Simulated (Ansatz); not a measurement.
**CH5AlF2: molecular dynamics (part 5 of 5)**

CH5AlF2; RKS r2SCAN/def2-SVP (Ansatz 0.2.0). It belongs to a series of runs on one base structure; here: dynamics from the highest image of the converged band.

Geometry of the input (Å):
```
Al -0.1012  -0.1672  0.1706
C  -0.0433  -0.0048  2.1913
H  -0.9681  0.5469  2.4366
H  -0.0261  -0.8176  2.9495
H  0.8195  0.6311  2.4527
H  1.0834  0.3888  -0.7046
F  -1.6491  -0.1373  -0.4607
F  0.2034  -2.0497  0.6121
H  0.1387  -1.5499  1.5027
```

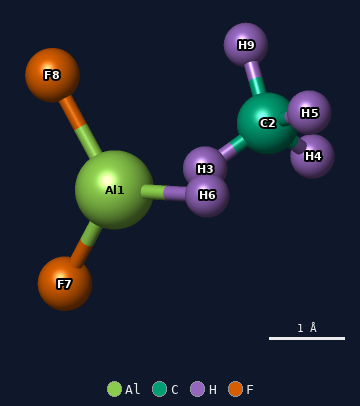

*The geometry at step 175 of the log (ball-and-stick view, seen at a tilt; atoms are numbered from 1 in the order of the input).*

Trajectory as extended XYZ, continued:
```
9
Properties=species:S:1:pos:R:3:forces:R:3 step=148 time_fs=74.0 energy=-13141.85320 temperature=1478.4
Al   -0.0934   -0.4167   -0.0002    0.0128   3.0207  -0.2841
C    -0.0645    0.0970    2.7069   -0.8851   3.3148  -0.2110
H    -0.6793    0.3765    1.8450   -0.3181   0.2160  -0.2519
H    -0.6408    0.5139    3.5306   -0.2073  -0.0928   0.4187
H     0.8653    0.6431    2.6623    0.6719  -0.0294  -0.1199
H     0.9784    0.7232   -0.0588    0.0947  -0.1017  -0.2996
F    -1.6531   -0.0929   -0.4003   -0.6863   0.1764  -0.2374
F     0.2374   -1.9176    0.3566    0.7871  -3.1107   0.6325
H     0.0028   -0.9155    2.7642    0.5302  -3.3933   0.3527
9
Properties=species:S:1:pos:R:3:forces:R:3 step=151 time_fs=75.5 energy=-13141.98438 temperature=1621.4
Al   -0.0950   -0.4169   -0.0125    0.1903   2.1122  -0.0601
C    -0.0711    0.1242    2.7458   -0.0961  -0.7557   0.2651
H    -0.6688    0.3223    1.8854   -0.9268   0.4642  -1.1407
H    -0.6486    0.5716    3.5352   -0.3693   0.1177   0.7984
H     0.8620    0.6432    2.6518    0.9011   0.1426  -0.0513
H     0.9872    0.6996   -0.0524    0.1631   0.0325  -0.2920
F    -1.6543   -0.0888   -0.3977   -0.7536   0.1955  -0.2417
F     0.2448   -1.9350    0.3406    0.5941  -2.3472   0.4499
H    -0.0016   -0.9648    2.8431    0.2973   0.0382   0.2722
9
Properties=species:S:1:pos:R:3:forces:R:3 step=153 time_fs=76.5 energy=-13141.96502 temperature=1601.6
Al   -0.0960   -0.4160   -0.0207    0.3216   1.4569   0.0968
C    -0.0757    0.1421    2.7719    0.2292  -2.3273   0.3487
H    -0.6720    0.2915    1.9000   -0.9336   0.4316  -1.1352
H    -0.6580    0.6111    3.5472   -0.2838   0.1215   0.7492
H     0.8702    0.6448    2.6440    0.6457   0.0605   0.0298
H     0.9949    0.6840   -0.0517    0.2027   0.1125  -0.2872
F    -1.6556   -0.0860   -0.3962   -0.7892   0.2070  -0.2467
F     0.2502   -1.9481    0.3302    0.4503  -1.7811   0.3161
H    -0.0007   -1.0022    2.8991    0.1570   1.7185   0.1285
9
Properties=species:S:1:pos:R:3:forces:R:3 step=156 time_fs=78.0 energy=-13141.90853 temperature=1539.9
Al   -0.0972   -0.4138   -0.0330    0.5340   0.5161   0.3268
C    -0.0822    0.1654    2.8116    0.1937  -2.7897  -0.1348
H    -0.6922    0.2526    1.9036   -0.3590   0.2963  -0.2112
H    -0.6763    0.6721    3.5777    0.1062  -0.0975   0.2710
H     0.8924    0.6476    2.6334   -0.1258  -0.1999   0.2213
H     1.0102    0.6629   -0.0557    0.2270   0.1897  -0.2822
F    -1.6583   -0.0816   -0.3942   -0.8184   0.2183  -0.2562
F     0.2586   -1.9694    0.3149    0.2303  -0.9227   0.1207
H     0.0033   -1.0256    2.9851    0.0121   2.7894  -0.0555
9
Properties=species:S:1:pos:R:3:forces:R:3 step=158 time_fs=79.0 energy=-13141.89747 temperature=1527.9
Al   -0.0979   -0.4121   -0.0410    0.6798  -0.0380   0.4664
C    -0.0863    0.1782    2.8379   -0.0050  -2.4464  -0.5744
H    -0.7109    0.2304    1.9020    0.1044   0.2577   0.5360
H    -0.6879    0.7120    3.6019    0.4065  -0.2991  -0.1247
H     0.9069    0.6475    2.6287   -0.6198  -0.3248   0.3569
H     1.0231    0.6510   -0.0618    0.2069   0.2026  -0.2775
F    -1.6606   -0.0785   -0.3930   -0.8130   0.2202  -0.2589
F     0.2644   -1.9842    0.3048    0.0886  -0.3764   0.0019
H     0.0063   -1.0091    3.0419   -0.0483   2.8041  -0.1258
9
Properties=species:S:1:pos:R:3:forces:R:3 step=160 time_fs=80.0 energy=-13141.92389 temperature=1556.9
Al   -0.0982   -0.4103   -0.0489    0.8197  -0.5139   0.5848
C    -0.0905    0.1890    2.8638   -0.2190  -1.7830  -0.9454
H    -0.7286    0.2108    1.9055    0.4469   0.2581   1.0842
H    -0.6956    0.7490    3.6251    0.6341  -0.4549  -0.4373
H     0.9155    0.6443    2.6274   -0.9358  -0.3495   0.4579
H     1.0379    0.6410   -0.0705    0.1536   0.1843  -0.2683
F    -1.6633   -0.0753   -0.3919   -0.7802   0.2165  -0.2527
F     0.2702   -1.9992    0.2946   -0.0445   0.1301  -0.1031
H     0.0088   -0.9661    3.0976   -0.0747   2.3122  -0.1199
9
Properties=species:S:1:pos:R:3:forces:R:3 step=163 time_fs=81.5 energy=-13141.99307 temperature=1631.6
Al   -0.0982   -0.4081   -0.0603    0.9948  -1.0807   0.7042
C    -0.0971    0.2029    2.9011   -0.5544  -0.0025  -1.4635
H    -0.7468    0.1859    1.9308    0.6494   0.2609   1.3899
H    -0.6955    0.7962    3.6515    0.7398  -0.4896  -0.6206
H     0.9116    0.6336    2.6337   -0.9578  -0.1853   0.4892
H     1.0627    0.6292   -0.0883    0.0215   0.1135  -0.2417
F    -1.6681   -0.0702   -0.3905   -0.6693   0.2001  -0.2177
F     0.2789   -2.0216    0.2794   -0.2224   0.7951  -0.2313
H     0.0114   -0.8639    3.1796   -0.0017   0.3885   0.1915
9
Properties=species:S:1:pos:R:3:forces:R:3 step=165 time_fs=82.5 energy=-13141.97600 temperature=1612.9
Al   -0.0977   -0.4071   -0.0675    1.0736  -1.3779   0.7379
C    -0.1020    0.2119    2.9246   -0.8029   1.6130  -1.8790
H    -0.7514    0.1725    1.9638    0.5702   0.2274   1.2529
H    -0.6867    0.8219    3.6620    0.6326  -0.3376  -0.5276
H     0.8975    0.6241    2.6437   -0.6564   0.0380   0.4081
H     1.0796    0.6227   -0.1032   -0.0853   0.0530  -0.2144
F    -1.6718   -0.0668   -0.3897   -0.5528   0.1814  -0.1753
F     0.2845   -2.0360    0.2690   -0.3260   1.1744  -0.2979
H     0.0130   -0.7885    3.2362    0.1471  -1.5716   0.6953
9
Properties=species:S:1:pos:R:3:forces:R:3 step=168 time_fs=84.0 energy=-13141.90585 temperature=1537.7
Al   -0.0963   -0.4065   -0.0780    1.1139  -1.7315   0.7225
C    -0.1106    0.2281    2.9569   -0.8867   2.4966  -1.9511
H    -0.7491    0.1561    2.0345    0.0903   0.0891   0.5242
H    -0.6631    0.8554    3.6691    0.2351   0.1577  -0.1017
H     0.8664    0.6113    2.6655    0.1669   0.4540   0.1400
H     1.1032    0.6139   -0.1291   -0.2383  -0.0304  -0.1633
F    -1.6777   -0.0614   -0.3887   -0.3239   0.1406  -0.0910
F     0.2927   -2.0565    0.2533   -0.4592   1.6494  -0.3718
H     0.0185   -0.7078    3.3351    0.3019  -3.2254   1.2921
9
Properties=species:S:1:pos:R:3:forces:R:3 step=170 time_fs=85.0 energy=-13141.93018 temperature=1562.4
Al   -0.0949   -0.4068   -0.0846    1.0796  -1.9145   0.6789
C    -0.1172    0.2412    2.9766   -0.4222   1.0194  -0.9194
H    -0.7458    0.1464    2.0888   -0.4612  -0.0693  -0.2686
H    -0.6439    0.8789    3.6720   -0.0995   0.5693   0.2695
H     0.8465    0.6076    2.6821    0.7491   0.6733  -0.0771
H     1.1162    0.6077   -0.1485   -0.3166  -0.0691  -0.1277
F    -1.6819   -0.0577   -0.3881   -0.1454   0.1047  -0.0294
F     0.2978   -2.0692    0.2425   -0.5323   1.9027  -0.4051
H     0.0255   -0.6901    3.4155    0.1483  -2.2165   0.8788
9
Properties=species:S:1:pos:R:3:forces:R:3 step=173 time_fs=86.5 energy=-13141.89181 temperature=1520.4
Al   -0.0921   -0.4087   -0.0941    0.9334  -2.1216   0.5946
C    -0.1276    0.2620    3.0051    0.7625  -1.5909   1.3710
H    -0.7509    0.1300    2.1631   -1.2330  -0.3390  -1.3230
H    -0.6176    0.9252    3.6819   -0.4142   0.9156   0.5763
H     0.8308    0.6142    2.7051    1.0660   0.6849  -0.2711
H     1.1300    0.5972   -0.1797   -0.3767  -0.0895  -0.0813
F    -1.6883   -0.0521   -0.3872    0.1410   0.0393   0.0576
F     0.3050   -2.0863    0.2260   -0.6180   2.1903  -0.4352
H     0.0377   -0.6976    3.5487   -0.2610   0.3108  -0.4889
9
Properties=species:S:1:pos:R:3:forces:R:3 step=175 time_fs=87.5 energy=-13141.82164 temperature=1444.0
Al   -0.0897   -0.4108   -0.1002    0.7771  -2.2197   0.5401
C    -0.1339    0.2746    3.0251    1.2737  -2.2281   2.2425
H    -0.7679    0.1155    2.1984   -1.2613  -0.4044  -1.3515
H    -0.6047    0.9665    3.6950   -0.3854   0.7706   0.4312
H     0.8326    0.6268    2.7175    0.7391   0.4579  -0.2535
H     1.1348    0.5891   -0.2015   -0.3737  -0.0760  -0.0584
F    -1.6925   -0.0483   -0.3866    0.3342  -0.0106   0.1084
F     0.3095   -2.0964    0.2147   -0.6597   2.3241  -0.4442
H     0.0433   -0.7024    3.6336   -0.4442   1.3863  -1.2146
9
Properties=species:S:1:pos:R:3:forces:R:3 step=178 time_fs=89.0 energy=-13141.77268 temperature=1389.4
Al   -0.0857   -0.4156   -0.1089    0.4692  -2.3133   0.4708
C    -0.1414    0.2902    3.0586    1.1468  -1.8667   2.1446
H    -0.8141    0.0869    2.2295   -0.4227  -0.1765  -0.3243
H    -0.5915    1.0408    3.7210   -0.1139   0.0962  -0.1584
H     0.8467    0.6528    2.7319   -0.1566  -0.0307  -0.0955
H     1.1354    0.5758   -0.2353   -0.3088  -0.0192  -0.0357
F    -1.6985   -0.0427   -0.3855    0.6153  -0.0928   0.1728
F     0.3155   -2.1092    0.1974   -0.7009   2.4460  -0.4429
H     0.0436   -0.6838    3.7382   -0.5285   1.9569  -1.7315
9
Properties=species:S:1:pos:R:3:forces:R:3 step=180 time_fs=90.0 energy=-13141.76029 temperature=1375.8
Al   -0.0829   -0.4197   -0.1145    0.2270  -2.3413   0.4292
C    -0.1452    0.2986    3.0831    0.7230  -1.1996   1.5866
H    -0.8513    0.0654    2.2447    0.3047   0.0930   0.4899
H    -0.5845    1.0925    3.7373    0.0620  -0.4123  -0.5484
H     0.8555    0.6705    2.7402   -0.6797  -0.3196   0.0115
H     1.1320    0.5666   -0.2583   -0.2344   0.0368  -0.0262
F    -1.7021   -0.0390   -0.3847    0.7935  -0.1511   0.2097
F     0.3190   -2.1162    0.1855   -0.7155   2.4800  -0.4325
H     0.0376   -0.6486    3.7879   -0.4806   1.8140  -1.7197
9
Properties=species:S:1:pos:R:3:forces:R:3 step=183 time_fs=91.5 energy=-13141.76541 temperature=1381.1
Al   -0.0784   -0.4276   -0.1226   -0.1611  -2.3264   0.3580
C    -0.1500    0.3098    3.1220   -0.0039   0.2342   0.3806
H    -0.9000    0.0355    2.2778    1.0639   0.4363   1.2276
H    -0.5726    1.1616    3.7513    0.1688  -0.9250  -0.8535
H     0.8558    0.6908    2.7529   -1.0447  -0.5841   0.0845
H     1.1230    0.5536   -0.2932   -0.1015   0.1299  -0.0150
F    -1.7067   -0.0336   -0.3833    1.0430  -0.2409   0.2593
F     0.3237   -2.1244    0.1673   -0.7199   2.4668  -0.4026
H     0.0204   -0.5653    3.8329   -0.2445   0.8092  -1.0390
9
Properties=species:S:1:pos:R:3:forces:R:3 step=185 time_fs=92.5 energy=-13141.76600 temperature=1381.1
Al   -0.0755   -0.4339   -0.1279   -0.4124  -2.2693   0.2962
C    -0.1532    0.3173    3.1485   -0.5032   1.5010  -0.7583
H    -0.9207    0.0203    2.3137    1.2582   0.5586   1.3409
H    -0.5628    1.1973    3.7509    0.1206  -1.0110  -0.8341
H     0.8439    0.6976    2.7622   -0.9659  -0.6340   0.0508
H     1.1155    0.5464   -0.3166   -0.0176   0.1842  -0.0062
F    -1.7091   -0.0301   -0.3822    1.1948  -0.3007   0.2901
F     0.3263   -2.1283    0.1549   -0.7120   2.4169  -0.3733
H     0.0057   -0.4988    3.8496    0.0375  -0.4457  -0.0060
9
Properties=species:S:1:pos:R:3:forces:R:3 step=188 time_fs=94.0 energy=-13141.72677 temperature=1339.5
Al   -0.0714   -0.4448   -0.1356   -0.7367  -2.0885   0.1745
C    -0.1587    0.3311    3.1867   -1.0842   3.0414  -2.3810
H    -0.9297    0.0075    2.3907    1.0440   0.5274   0.9781
H    -0.5465    1.2333    3.7359   -0.1125  -0.6943  -0.5005
H     0.8100    0.6968    2.7768   -0.3827  -0.5298  -0.1503
H     1.1043    0.5390   -0.3519    0.0695   0.2291   0.0140
F    -1.7116   -0.0252   -0.3803    1.3938  -0.3878   0.3328
F     0.3296   -2.1318    0.1360   -0.6841   2.2783  -0.3165
H    -0.0146   -0.4115    3.8788    0.4930  -2.3759   1.8488
9
Properties=species:S:1:pos:R:3:forces:R:3 step=190 time_fs=95.0 energy=-13141.76317 temperature=1379.3
Al   -0.0690   -0.4530   -0.1407   -0.9008  -1.8904   0.0764
C    -0.1634    0.3431    3.2101   -1.0197   2.6787  -2.1827
H    -0.9229    0.0054    2.4543    0.5166   0.3193   0.3731
H    -0.5366    1.2485    3.7194   -0.3470  -0.1957  -0.1219
H     0.7820    0.6897    2.7850    0.2353  -0.3739  -0.3756
H     1.0975    0.5368   -0.3753    0.0897   0.2240   0.0341
F    -1.7124   -0.0222   -0.3788    1.5022  -0.4433   0.3572
F     0.3314   -2.1327    0.1232   -0.6541   2.1394  -0.2712
H    -0.0230   -0.3787    3.9174    0.5778  -2.4582   2.1106
9
Properties=species:S:1:pos:R:3:forces:R:3 step=193 time_fs=96.5 energy=-13141.84709 temperature=1469.6
Al   -0.0660   -0.4666   -0.1482   -1.0613  -1.4665  -0.0850
C    -0.1719    0.3648    3.2422    0.0197   0.3989   0.3542
H    -0.9061    0.0065    2.5536   -0.7562  -0.2981  -0.8949
H    -0.5287    1.2699    3.6939   -0.6718   0.7011   0.4701
H     0.7461    0.6729    2.7899    1.0580  -0.1712  -0.6746
H     1.0888    0.5373   -0.4096    0.0618   0.1606   0.0748
F    -1.7121   -0.0181   -0.3762    1.6206  -0.5207   0.3847
F     0.3334   -2.1321    0.1037   -0.5908   1.8541  -0.1945
H    -0.0258   -0.3693    4.0096    0.3201  -0.6580   0.5654
9
Properties=species:S:1:pos:R:3:forces:R:3 step=195 time_fs=97.5 energy=-13141.81046 temperature=1431.2
Al   -0.0645   -0.4763   -0.1532   -1.1200  -1.1042  -0.1936
C    -0.1776    0.3799    3.2637    0.9001  -0.7558   1.9457
H    -0.9021    0.0046    2.6110   -1.4695  -0.7098  -1.5160
H    -0.5310    1.2911    3.6816   -0.7244   1.0234   0.6741
H     0.7335    0.6593    2.7855    1.1580  -0.1576  -0.6591
H     1.0839    0.5396   -0.4317    0.0145   0.0889   0.1071
F    -1.7109   -0.0157   -0.3742    1.6671  -0.5674   0.3958
F     0.3344   -2.1305    0.0906   -0.5355   1.6089  -0.1392
H    -0.0234   -0.3737    4.0803    0.1096   0.5735  -0.6148
9
Properties=species:S:1:pos:R:3:forces:R:3 step=198 time_fs=99.0 energy=-13141.79485 temperature=1414.3
Al   -0.0630   -0.4916   -0.1610   -1.1642  -0.4643  -0.3455
C    -0.1848    0.4014    3.2989    1.2569  -1.2697   2.3418
H    -0.9221   -0.0109    2.6704   -1.2672  -0.6670  -1.2406
H    -0.5468    1.3406    3.6749   -0.4253   0.6356   0.5210
H     0.7341    0.6358    2.7681    0.4965  -0.2697  -0.1931
H     1.0765    0.5445   -0.4628   -0.0704  -0.0377   0.1570
F    -1.7075   -0.0126   -0.3709    1.6863  -0.6284   0.4012
F     0.3353   -2.1265    0.0708   -0.4321   1.1562  -0.0516
H    -0.0183   -0.3682    4.1733   -0.0805   1.5451  -1.5901
9
Properties=species:S:1:pos:R:3:forces:R:3 step=200 time_fs=100.0 energy=-13141.83006 temperature=1452.1
Al   -0.0625   -0.5020   -0.1663   -1.1824   0.0056  -0.4351
C    -0.1883    0.4145    3.3247    0.7689  -1.1820   1.5387
H    -0.9511   -0.0294    2.6946   -0.4255  -0.1935  -0.4739
H    -0.5629    1.3818    3.6770   -0.0712  -0.0229   0.2486
H     0.7414    0.6171    2.7535   -0.1615  -0.3142   0.2636
H     1.0708    0.5474   -0.4817   -0.1189  -0.1183   0.1870
F    -1.7042   -0.0110   -0.3684    1.6655  -0.6617   0.3976
F     0.3357   -2.1231    0.0576   -0.3499   0.8006   0.0092
H    -0.0155   -0.3472    4.2176   -0.1249   1.6863  -1.7357
```

Results in brief:

```tsv
quantity	value
outcome	finished
mean temperature over the second half	1358 K
trajectory	200 steps, 100 fs
ensemble	nve
temperature in the input	100.0 K
time step	0.5 fs
potential energy (last step)	−13141.8301 eV
mean-field energy (last step)	−13141.8301 eV
largest force (length of the vector) (last step)	2.423 eV/Å
hardware	2 threads of Intel Xeon (Granite Rapids), 32 GiB of memory available, shared host
wall time	3.4 min (CPU time 6.6 min)
peak memory	0.16 GiB
```

So short a trajectory is not equilibrated.
